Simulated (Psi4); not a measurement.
# BH2BrF− (SMILES F[BH2-]Br), step by step

Aim: a geometry optimisation (B3LYP/cc-pVTZ), then the harmonic vibrations, then the vertical excitations (TD-B3LYP/cc-pVTZ) of BH2BrF−. 

The calculation is run with Psi4 1.11.

## (1) The structure to begin with

BH2BrF− has 5 atoms, charge -1, and is taken as a singlet. SMILES: `F[BH2-]Br`. The coordinates come from a GFN2-xTB relaxation. The run starts from this shape.

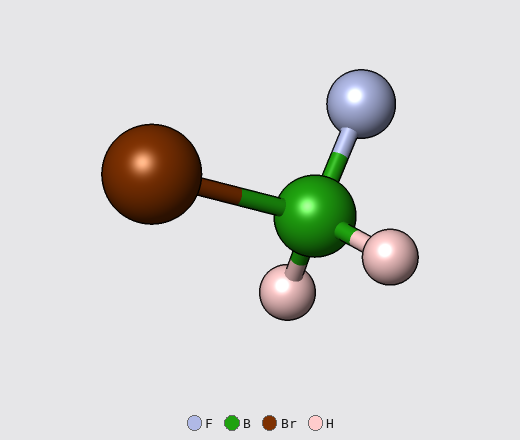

The structure, seen from a chosen angle (fluorine light blue, boron green, bromine brown, hydrogen pink).

## (2) A structure relaxation at B3LYP/cc-pVTZ (density fitting) (run 1)

Contents of job.py:

```python
import psi4

psi4.set_memory(1600000000)
psi4.set_num_threads(1)
psi4.core.set_output_file('output.dat', False)

m = psi4.geometry("""
-1 1
F     -0.683800    -0.270840     1.225160
B     -0.162710     0.075960    -0.027450
Br     1.752980    -0.621580    -0.142400
H     -0.113890     1.281320    -0.144390
H     -0.792580    -0.464860    -0.910920
symmetry c1
""")

psi4.set_options({
    'basis': 'cc-pVTZ',
    'reference': 'rks',
    'geom_maxiter': 60,
})

energy_value = psi4.optimize('b3lyp')
print(f'total energy {energy_value:.8f} hartree = {energy_value * 27.211386:.5f} eV')
m.save_xyz_file('final.xyz', False)
for k, v in sorted(psi4.core.scalar_variables().items()):
    print(f'{k:45s} {v:18.10f}')
```

On the command line:

```bash
$ python job.py
```

output.dat:

```text
[...]
  Running in c1 symmetry.
[...]
  Nuclear repulsion =  144.510302760490362
[...]
  Multiplicity = 1
[...]
  Nalpha       = 26
  Nbeta        = 26
[...]
    Number of basis functions: 131
[...]
   @DF-RKS iter   1: -2699.90645070656819   -1.57326e+00   9.87438e-03 ADIIS/DIIS
[...]
   @DF-RKS iter   7: -2700.32710606284991   -4.09273e-12   2.96979e-09 DIIS
[...]
  @DF-RKS Final Energy: -2700.32710606284991
   => Energetics <=
    Nuclear Repulsion Energy =            136.4875959973067552
    One-Electron Energy =               -4040.5427516100567118
    Two-Electron Energy =                1289.7242314832428747
    DFT Exchange-Correlation Energy =     -85.9961819333427968
    Empirical Dispersion Energy =           0.0000000000000000
    VV10 Nonlocal Energy =                  0.0000000000000000
    Total Energy =                      -2700.3271060628499072
[...]
  -Total Gradient:
     Atom            X                  Y                   Z
    ------   -----------------  -----------------  -----------------
       1       -0.000013024042    -0.000006847272     0.000029660158
       2       -0.000000410618    -0.000075633890     0.000163535014
       3       -0.000056793017     0.000019625375     0.000008973679
       4       -0.000021959560     0.000002683896    -0.000005128830
       5       -0.000018675549     0.000016746610     0.000000368945
[...]
```

Standard output:

```text
Some dependencies such as QCElemental have not yet finished migration to pydantic v2. If issues are encountered please downgrade pydantic or upgrade QCElemental as appropriate
	Previous geometry is closer to target in internal coordinates, so using that one.

	Best geometry has RMS(Delta(q)) = 3.47e-06

Optimizer: Optimization complete!
total energy -2700.32710606 hartree = -73479.64321 eV
CURRENT ENERGY                                  -2700.3271060628
CURRENT REFERENCE ENERGY                        -2700.3271060628
DD SOLVATION ENERGY                                 0.0000000000
DFT FUNCTIONAL TOTAL ENERGY                     -2700.3271060628
DFT TOTAL ENERGY                                -2700.3271060628
DFT VV10 ENERGY                                     0.0000000000
DFT XC ENERGY                                     -85.9961819333
GRID ELECTRONS ALPHA                               25.9999899013
GRID ELECTRONS BETA                                25.9999899013
GRID ELECTRONS TOTAL                               51.9999798026
NUCLEAR REPULSION ENERGY                          136.4875959973
ONE-ELECTRON ENERGY                             -4040.5427516101
OPTIMIZATION ITERATIONS                             8.0000000000
PCM POLARIZATION ENERGY                             0.0000000000
PE ENERGY                                           0.0000000000
SCF ITERATION ENERGY                            -2700.3271060628
SCF ITERATIONS                                      7.0000000000
SCF TOTAL ENERGY                                -2700.3271060628
TWO-ELECTRON ENERGY                              1289.7242314832
XC GRID RADIAL POINTS                              75.0000000000
XC GRID SPHERICAL POINTS                          302.0000000000
XC GRID TOTAL POINTS                           108386.0000000000
```

Wall time 58 s (1 thread of Intel Xeon 6975P-C (Granite Rapids), shared host); peak memory 1.1 GiB.

Step by step:

```csv
step,energy from the first frame kept (eV),largest force (eV/Å)
0,0.0000,1.3433
1,-0.0832,0.9918
2,-0.1086,0.6461
3,-0.1223,0.2784
4,-0.1255,0.0849
5,-0.1260,0.0345
6,-0.1261,0.0165
7,-0.1261,0.0093
```

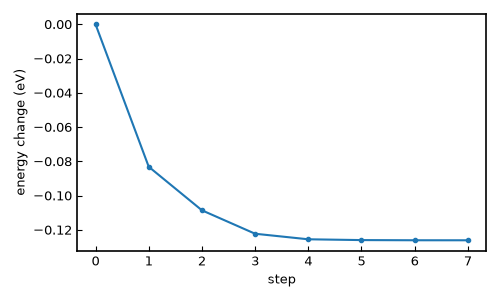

Energy along the run.

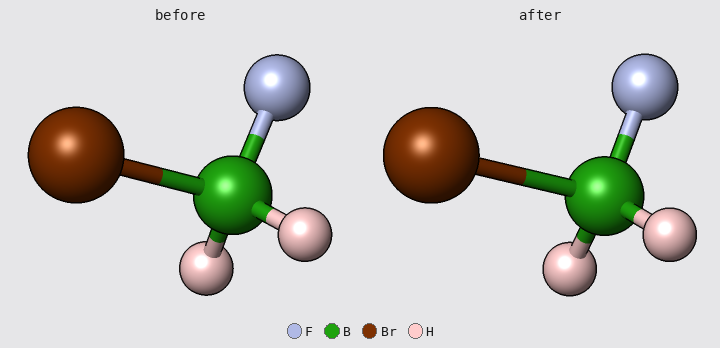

Before and after, at one scale.

After the run. Bond lengths: F1–B2 1.390 Å, B2–Br3 2.256 Å, B2–H4 1.209 Å, B2–H5 1.209 Å. Angles: F1–B2–Br3 107.2°, F1–B2–H4 113.6°, F1–B2–H5 113.6°, Br3–B2–H4 101.9°, Br3–B2–H5 101.9°, H4–B2–H5 116.6°.

## (3) The harmonic vibrations at B3LYP/cc-pVTZ (density fitting) (run 2)

Contents of job.in:

```
memory 1600 MB

molecule mol {
  -1 1
  F     -0.790267    -0.246509     1.262339
  B     -0.318036     0.120216     0.007278
  Br     1.801835    -0.634055    -0.156532
  H     -0.168399     1.312769    -0.125135
  H     -0.859939    -0.461511    -0.903785
  units angstrom
  symmetry c1
}

set reference rks
set t 600.0
set rotational_symmetry_number 1

energy_value = freq('b3lyp/cc-pVTZ')
```

On the command line:

```bash
$ psi4 -n 1 job.in job.out
```

job.out:

```text
[...]
  Running in c1 symmetry.
[...]
  Nuclear repulsion =  136.487600758913828
[...]
  Multiplicity = 1
[...]
  Nalpha       = 26
  Nbeta        = 26
[...]
    Number of basis functions: 131
[...]
   @DF-RKS iter   1: -2699.92160539613633   -1.71410e+00   9.84612e-03 ADIIS/DIIS
[...]
   @DF-RKS iter  11: -2700.32710500287158   -5.45697e-12   4.55558e-09 DIIS
[...]
  @DF-RKS Final Energy: -2700.32710500287158
   => Energetics <=
    Nuclear Repulsion Energy =            136.4833172635866561
    One-Electron Energy =               -4040.5335713494728225
    Two-Electron Energy =                1289.7190472609606786
    DFT Exchange-Correlation Energy =     -85.9958981779459322
    Empirical Dispersion Energy =           0.0000000000000000
    VV10 Nonlocal Energy =                  0.0000000000000000
    Total Energy =                      -2700.3271050028711215
[...]
  -Total Gradient:
     Atom            X                  Y                   Z
    ------   -----------------  -----------------  -----------------
       1        0.000031885315     0.000116604619     0.000107767162
       2        0.000166254330     0.000135389870     0.000429867611
       3       -0.000053203357     0.000019721822     0.000008070049
       4       -0.000036967782    -0.000060833525     0.000130356062
       5       -0.000219183004    -0.000255236530    -0.000479086532
[...]
  ==> Harmonic Vibrational Analysis <==
[...]
  Freq [cm^-1]                 197.3280            381.0612            758.0060
[...]
  IR activ [km/mol]            13.7978             73.9701              0.3702
[...]
  Freq [cm^-1]                1004.1262           1011.7380           1084.8079
[...]
  IR activ [km/mol]            35.6693             165.7551            326.1096
[...]
  Freq [cm^-1]                1242.1775           2432.7409           2465.5725
[...]
```

The script printed:

```text
Warning: used thermodynamics relations inappropriate for low-frequency modes: ['197.3280' '381.0612']
```

Run time: 3.7 min. Hardware: 1 thread of Intel Xeon 6975P-C (Granite Rapids), shared host; peak memory 1.2 GiB.

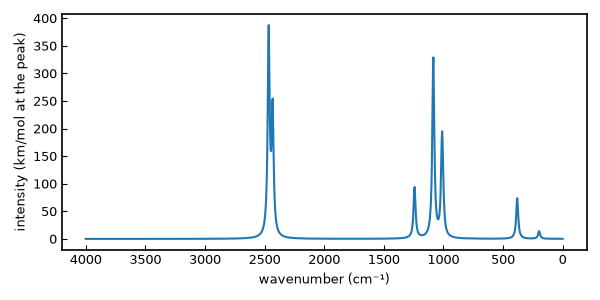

Harmonic infrared spectrum, unscaled, lines broadened by 10 cm⁻¹.

## (4) The excited states at TD-B3LYP/cc-pVTZ (density fitting, save jk yes) (run 3)

Contents of job.in:

```
memory 1600 mb

molecule {
  -1 1
  F     -1.49338820    -0.46583450     2.38547499
  B     -0.60100094     0.22717532     0.01375343
  Br     3.40497467    -1.19819030    -0.29580261
  H     -0.31822799     2.48077387    -0.23647088
  H     -1.62504919    -0.87212939    -1.70790613
  units bohr
  symmetry c1
}

set globals {
  basis     cc-pVTZ
  reference rks
  save_jk   true
}

from psi4.driver.procrouting.response.scf_response import tdscf_excitations
e, wfn = energy("b3lyp", return_wfn=True)
states = tdscf_excitations(wfn, states=4, tda=False)
print_variables()
```

On the command line:

```bash
$ psi4 job.in job.out -n 1
```

job.out:

```text
[...]
  Running in c1 symmetry.
[...]
  Nuclear repulsion =  136.487600739554523
[...]
  Multiplicity = 1
[...]
  Nalpha       = 26
  Nbeta        = 26
[...]
    Number of basis functions: 131
[...]
   @DF-RKS iter   1: -2699.92160539626275   -1.71410e+00   9.84612e-03 DIIS/ADIIS
[...]
   @DF-RKS iter   8: -2700.32710605291550   -2.72680e-08   9.87082e-07 DIIS
[...]
  @DF-RKS Final Energy: -2700.32710605291550
   => Energetics <=
    Nuclear Repulsion Energy =            136.4876007395545230
    One-Electron Energy =               -4040.5439483787381505
    Two-Electron Energy =                1289.7254519534021711
    DFT Exchange-Correlation Energy =     -85.9962103671339975
    Empirical Dispersion Energy =           0.0000000000000000
    VV10 Nonlocal Energy =                  0.0000000000000000
    Total Energy =                      -2700.3271060529154965
[...]
 Multipole Moments:
 ------------------------------------------------------------------------------------
     Multipole            Electronic (a.u.)      Nuclear  (a.u.)        Total (a.u.)
 ------------------------------------------------------------------------------------
 L = 1.  Multiply by 2.5417464519 to convert [e a0] to [Debye]
 Dipole X            :          6.4923323           -5.7585626            0.7337697
 Dipole Y            :         -2.5366142            2.2576863           -0.2789278
 Dipole Z            :          0.0145173           -0.0305776           -0.0160603
 Magnitude           :                                                    0.7851603
[...]
                                    Excitation Energy         Total Energy        Oscillator Strength             Rotatory Strength
[...]
Excited State    1 (1 A):   0.23907 au   190.59 nm f = 0.0197
[...]
Excited State    2 (1 A):   0.25178 au   180.97 nm f = 0.0209
[...]
```

It took 27 s on 1 thread of Intel Xeon 6975P-C (Granite Rapids), shared host; peak memory 1 GiB.

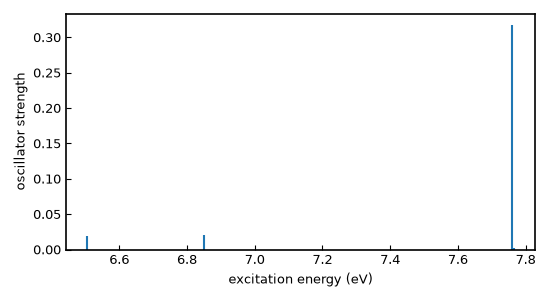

Vertical excitations as sticks.

The roots found:

```csv
excited state,energy (eV),strength,label
1,6.505,0.0197,A 1
2,6.851,0.0209,A 1
3,7.760,0.3178,A 1
4,7.765,0.0016,A 1
```

## (5) What came out

| quantity | value |
| --- | --- |
| run 1, B3LYP/cc-pVTZ: total energy at the end | -2700.32711 Eh |
| run 1, B3LYP/cc-pVTZ: HOMO energy | -1.73 eV |
| run 1, B3LYP/cc-pVTZ: LUMO energy | 5.90 eV |
| run 1, B3LYP/cc-pVTZ: HOMO–LUMO gap (to an unbound level, set by the basis) | 7.63 eV |
| run 2, B3LYP/cc-pVTZ: lowest harmonic wavenumber | 197 cm⁻¹ |
| run 2, B3LYP/cc-pVTZ: highest harmonic wavenumber | 2466 cm⁻¹ |
| run 2, B3LYP/cc-pVTZ: zero-point energy | 63.3 kJ/mol |
| run 2, B3LYP/cc-pVTZ: ideal-gas entropy at 600 K (symmetry number 1 as used) | 79.2 cal/(mol K) |
| run 3, TD-B3LYP/cc-pVTZ: ground-state or mean-field energy | -2700.32711 Eh |
| run 3, TD-B3LYP/cc-pVTZ: HOMO energy (B3LYP Kohn–Sham orbitals) | -1.73 eV |
| run 3, TD-B3LYP/cc-pVTZ: LUMO energy (B3LYP Kohn–Sham orbitals) | 5.90 eV |
| run 3, TD-B3LYP/cc-pVTZ: HOMO–LUMO gap (to an unbound level, set by the basis) | 7.63 eV |
| run 3, TD-B3LYP/cc-pVTZ: lowest excitation energy | 6.51 eV |

The optimisation (run 1, B3LYP/cc-pVTZ) took 8 steps and changed the energy by -0.126 eV. All 9 modes (run 2, B3LYP/cc-pVTZ) are real, so the shape is a minimum at this level. The brightest of the 4 transitions from the ground state lies at 7.76 eV (160 nm, f = 0.318); the lowest, at 6.51 eV, has f = 0.020. For an anion, states without diffuse functions may be basis-held continuum. Roots above 1.7 eV lie over the negative of the HOMO energy, where those of Rydberg kind are poorly described; valence roots are less touched.
